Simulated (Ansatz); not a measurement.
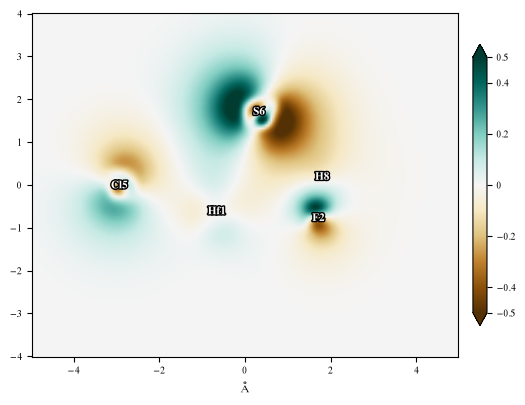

Cl$_{3}$FH$_{2}$HfS. One frontier orbital on the plane of atoms F2, Hf1 and S6 (values in Å⁻³ᐟ²; the overall sign is arbitrary).

Core potentials replace the inner electrons of Hf.

All numbers below come from RKS B3LYP-D4/def2-SVP in Ansatz 0.2.0.

```xyz
8

Hf   -0.6116    0.0307   -0.3035
F    -0.3085    0.8660    1.9106
Cl    1.2931   -1.2554    0.1974
Cl   -0.3282    2.2728   -0.9399
Cl   -1.2906   -0.9815   -2.3035
S    -2.6733   -0.4677    1.0766
H    -2.4068   -1.7972    1.1339
H    -1.1429    0.4594    2.1931
```

> Which orbital is it: HOMO or LUMO?

The HOMO, at −8.17 eV. By Hirshfeld shares it lies mainly on S6 (about 70 %) and Cl5 (about 10 %); largely a lone pair of S6.
